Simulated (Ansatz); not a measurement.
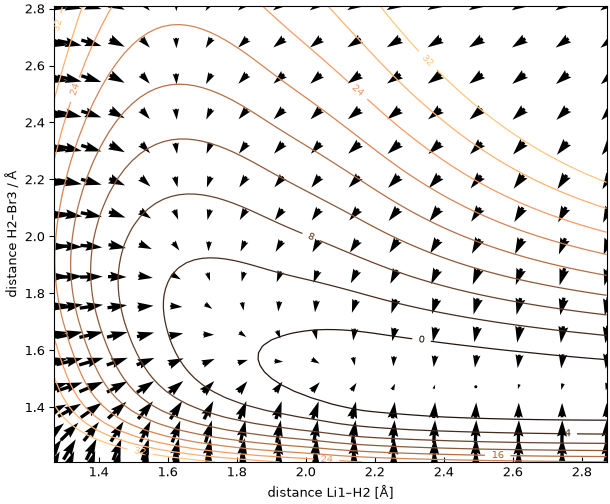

Energy landscape of the system Li + HBr, spin multiplicity 2. The first coordinate is: distance Li1–H2; the second: distance H2–Br3. Nothing is relaxed (the angle Li1–H2–Br3 is fixed at 180 degrees). Grid: 17 × 17 points. Points are written as (first, second). Energies are in kcal/mol, from Li far from the relaxed HBr (each part in its own basis). Computed with Ansatz, UKS PBE0-D4/def2-SVPD.

In the figure: contour lines labelled in kcal/mol (none above 32), arrows along the force (downhill), their lengths compressed. Between grid points the surface is interpolated. 

Q: Where are the wells?

A: The lowest grid point is at (2.493 Å, 1.472 Å), −3.0 kcal/mol from Li far from the relaxed HBr (each part in its own basis). The highest grid point, (1.272 Å, 1.208 Å), lies 59.1 kcal/mol above the lowest.

The whole map (289 points run) took 13 min on 1 thread of Arm Neoverse V2, on a shared host.
